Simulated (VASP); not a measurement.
```cif
data_structure
_symmetry_space_group_name_H-M 'P 1'
_symmetry_Int_Tables_number 1
_cell_length_a 4.7821
_cell_length_b 4.7821
_cell_length_c 4.7821
_cell_angle_alpha 90.000
_cell_angle_beta 90.000
_cell_angle_gamma 90.000
_cell_volume 109.36
loop_
_atom_site_label
_atom_site_type_symbol
_atom_site_fract_x
_atom_site_fract_y
_atom_site_fract_z
_atom_site_occupancy
Fe1 Fe 0.00000 0.00000 0.00000 1
Fe2 Fe 0.50000 0.50000 0.00000 1
Fe3 Fe 0.50000 0.00000 0.50000 1
Fe4 Fe 0.00000 0.50000 0.50000 1
B1 B 0.25000 0.25000 0.25000 1
B2 B 0.75000 0.75000 0.25000 1
B3 B 0.75000 0.25000 0.75000 1
B4 B 0.25000 0.75000 0.75000 1
B5 B 0.75000 0.25000 0.25000 1
B6 B 0.25000 0.75000 0.25000 1
B7 B 0.25000 0.25000 0.75000 1
B8 B 0.75000 0.75000 0.75000 1
B9 B 0.50000 0.00000 0.00000 1
B10 B 0.00000 0.50000 0.00000 1
B11 B 0.00000 0.00000 0.50000 1
B12 B 0.50000 0.50000 0.50000 1
```

Space group Fm-3m; a generated structure, not necessarily the stable one.

The calculation used VASP 6.6.1, Kohn-Sham DFT of a periodic cell, PBE, VASP PAW PBE potentials, recommended.

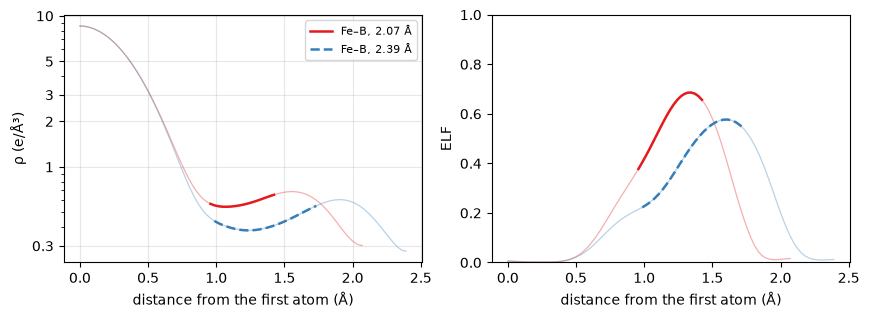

FeB3. Valence pseudo-density and ELF along straight lines between neighbouring atoms. Thin, pale parts lie inside the atomic spheres.

Core electrons are frozen (PAW), and the valence fields are smoothed inside the atomic spheres.

### What can be read from the curves?

Fe–B (2.07 Å): the density is about 0.55 e/Å³ at the midpoint; the ELF peaks at about 0.70 in the valence shell of B, 0.7 Å from its nucleus, and is about 0.45 at the midpoint.
Fe–B (2.39 Å): the density is about 0.38 e/Å³ at the midpoint; the ELF peaks at about 0.60 in the valence shell of B, 0.8 Å from its nucleus, and is about 0.35 at the midpoint.
